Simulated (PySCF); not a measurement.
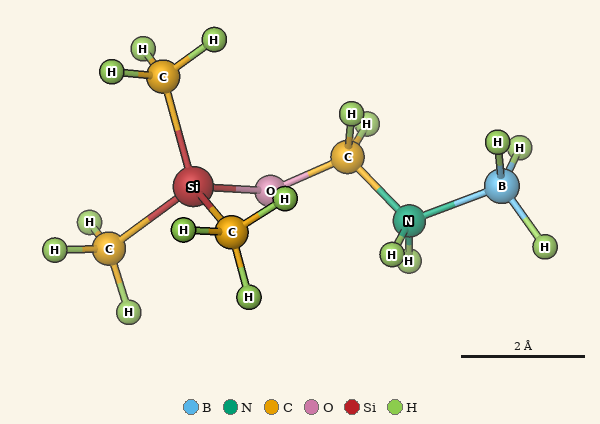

*The structure (ball-and-stick view, seen at a tilt).*

**NMR shielding calculation of C$_{4}$H$_{16}$BNOSi**

The run: NMR shielding calculation of C$_{4}$H$_{16}$BNOSi, SMILES [BH3-][NH2+]CO[Si](C)(C)C. Method and program: GIAO PBE0/pcSseg-1 NMR shielding, non-relativistic, gas phase (PySCF 2.14.0).

The geometry comes from this level: PBE0-D3(BJ)/def2-SVP. It belongs to a series of runs on one base structure; here: H on C replaced by OSiMe3. Figures and captions count atoms from 1; the log counts them from 0 in places.

**Output**
```
coarse grid: 19128 points
cycle   1  E = -605.6915609598  dE =  4.925e-01  |g| = 8.253e-01  |ddm| = 4.052e+00
cycle   2  E = -605.6179506141  dE =  7.361e-02  |g| = 1.065e+00  |ddm| = 1.501e+00
cycle   3  E = -605.8392130257  dE = -2.213e-01  |g| = 1.650e-01  |ddm| = 9.396e-01
cycle   4  E = -605.8446127973  dE = -5.400e-03  |g| = 3.398e-02  |ddm| = 1.550e-01
cycle   5  E = -605.8448689620  dE = -2.562e-04  |g| = 8.481e-03  |ddm| = 3.139e-02
cycle   6  E = -605.8448870651  dE = -1.810e-05  |g| = 2.083e-03  |ddm| = 9.163e-03
cycle   7  E = -605.8448880752  dE = -1.010e-06  |g| = 3.539e-04  |ddm| = 1.787e-03
final grid: 176120 points
cycle   8  E = -605.8974078294  dE = -4.880e-05  |g| = 1.187e-02  |ddm| = 2.947e-02
cycle   9  E = -605.8973846883  dE =  2.314e-05  |g| = 1.636e-02  |ddm| = 1.908e-02
cycle  10  E = -605.8974377688  dE = -5.308e-05  |g| = 1.941e-03  |ddm| = 1.161e-02
cycle  11  E = -605.8974385372  dE = -7.684e-07  |g| = 1.821e-04  |ddm| = 1.678e-03
cycle  12  E = -605.8974385432  dE = -6.019e-09  |g| = 6.634e-05  |ddm| = 1.973e-04
cycle  13  E = -605.8974385442  dE = -9.659e-10  |g| = 2.190e-05  |ddm| = 6.549e-05
```

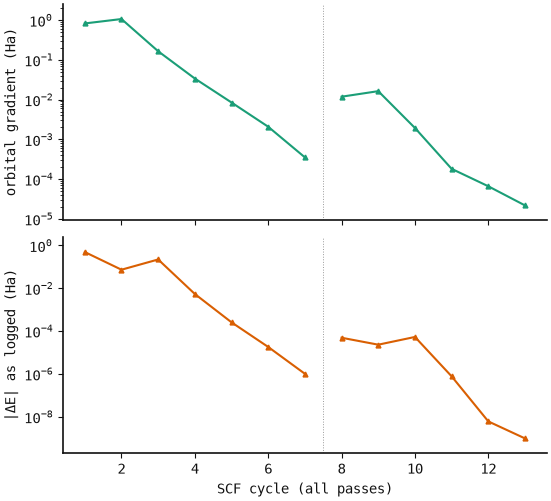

*Convergence of the self-consistent field: orbital gradient and size of the energy change against the SCF cycle. The dotted line marks the change from a coarse to the final integration grid.*

The first 7 cycles use a coarse grid, the final grid takes over at cycle 8, and the field converges after 13 cycles in all.

```
converged SCF energy = -605.8974385442

GIAO shielding tensors (ppm)
atom      isotropic    diamagn.    paramagn.     s11        s22        s33       span
  0 B      127.410     184.732     -57.322    113.435    115.866    152.931     39.496
  1 N      183.919     322.646    -138.727    153.273    187.627    210.857     57.584
  2 C      108.254     246.640    -138.386     75.591    105.577    143.593     68.003
  3 O      261.523     403.733    -142.210    221.246    242.613    320.710     99.464
  4 Si     322.482     883.672    -561.190    299.464    319.648    348.334     48.871
  5 C      185.997     257.308     -71.310    176.879    186.649    194.465     17.586
  6 C      184.821     256.430     -71.609    177.570    184.819    192.073     14.503
  7 C      185.633     259.697     -74.065    176.484    186.278    194.136     17.652
  8 H       29.479      27.656       1.823     26.443     27.613     34.381      7.938
  9 H       29.524      28.456       1.068     26.200     28.171     34.200      8.000
 10 H       29.188      27.386       1.803     26.234     27.248     34.082      7.848
 11 H       28.287      32.445      -4.158     22.204     26.892     35.765     13.561
 12 H       28.601      36.063      -7.462     21.938     28.430     35.434     13.496
 13 H       27.019      31.520      -4.502     21.696     27.528     31.831     10.135
 14 H       27.204      34.226      -7.022     22.250     28.054     31.307      9.057
 15 H       31.386      29.848       1.538     27.274     28.514     38.370     11.096
 16 H       30.857      33.374      -2.517     26.264     29.521     36.785     10.521
 17 H       31.104      31.085       0.019     27.049     28.120     38.143     11.094
 18 H       31.374      29.146       2.228     27.224     28.602     38.297     11.073
 19 H       30.896      30.647       0.249     26.676     28.318     37.694     11.019
 20 H       31.012      32.021      -1.008     26.630     28.866     37.542     10.912
 21 H       31.009      35.106      -4.097     27.063     29.454     36.509      9.445
 22 H       31.258      31.055       0.202     27.013     28.329     38.431     11.418
 23 H       31.346      33.943      -2.597     27.884     28.494     37.659      9.775
```

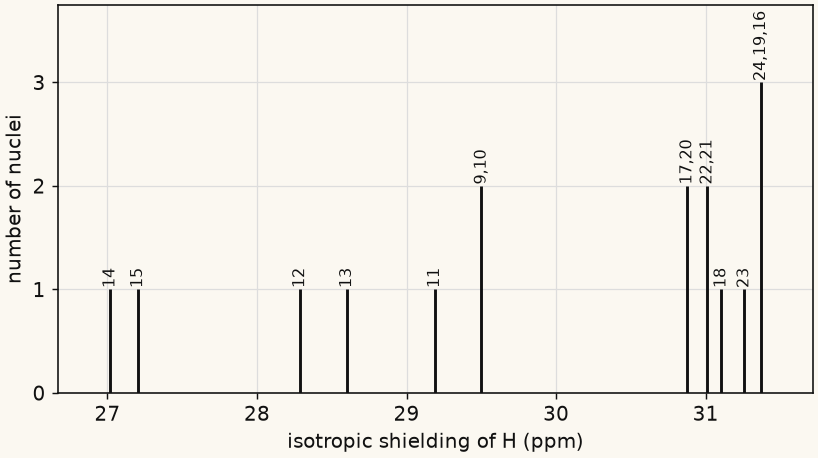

*Isotropic shieldings of the hydrogen nuclei in this fixed geometry, labelled by atom number; shielding grows to the right, so chemical shift grows to the left.*

The least shielded is H14 (27.0 ppm), the most shielded H16 (31.4 ppm).

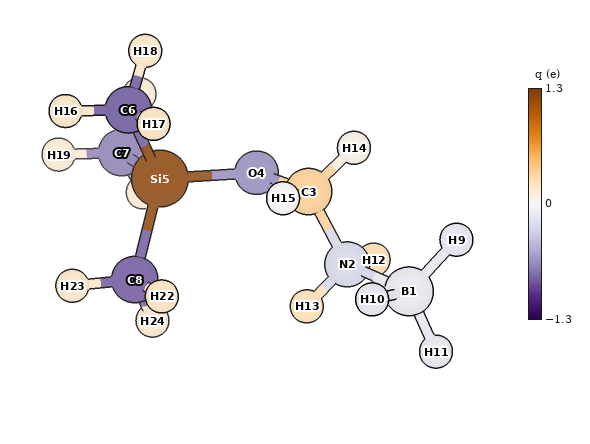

*ESP-fitted charges, as the colour of each atom (ball-and-stick view, seen at a tilt; atoms are numbered from 1 in the order of the input).*

By element: B −0.10, N −0.27, C −0.86 to +0.36, O −0.68, Si +1.24 and H −0.14 to +0.30 e.

This output came from the following input.

**The input**
```
{"job": {"kind": "nmr", "xc": "PBE0", "basis": "pcSseg-1"}, "charge": 0, "multiplicity": 1}
B      3.539320    -0.578151     0.174436
N      2.041143    -0.782769    -0.420622
C      1.257658     0.454015    -0.525045
O     -0.005082     0.202555    -1.022662
Si    -1.429579     0.230576    -0.099274
C     -1.700357     1.966656     0.544709
C     -2.766371    -0.297708    -1.283364
C     -1.233579    -0.977717     1.323556
H      4.100095     0.204782    -0.584539
H      3.386748    -0.121817     1.303549
H      4.050489    -1.690847     0.175665
H      2.091982    -1.215511    -1.345300
H      1.537426    -1.446960     0.170821
H      1.815578     1.122641    -1.198310
H      1.262587     0.908769     0.481093
H     -2.634258     2.025628     1.126297
H     -0.879922     2.291247     1.204033
H     -1.772634     2.684522    -0.287070
H     -3.748177    -0.317046    -0.784876
H     -2.829459     0.396241    -2.135408
H     -2.564894    -1.304896    -1.679196
H     -0.382794    -0.711047     1.972154
H     -2.133428    -0.981706     1.959374
H     -1.083014    -2.006588     0.959136
```

The first line tells a small driver script what to run in PySCF; the rest is the geometry in Å.

Run as:
```bash
OMP_NUM_THREADS=1 python <driver script> task.json out
```

**Results in brief**

| quantity | value |
| --- | --- |
| outcome | converged |
| total energy | −605.897439 hartree |
| HOMO | −7.65 eV |
| LUMO | 0.44 eV |
| dipole moment | 6.13 D |
| isotropic shielding, B | 127.4 ppm |
| isotropic shielding, N | 183.9 ppm |
| isotropic shielding, C | 108.3 to 186.0 ppm |
| isotropic shielding, O | 261.5 ppm |
| isotropic shielding, Si | 322.5 ppm |
| hardware | 1 CPU thread, shared host |
| wall time | 82 s |
| peak memory | 1.1 GiB |
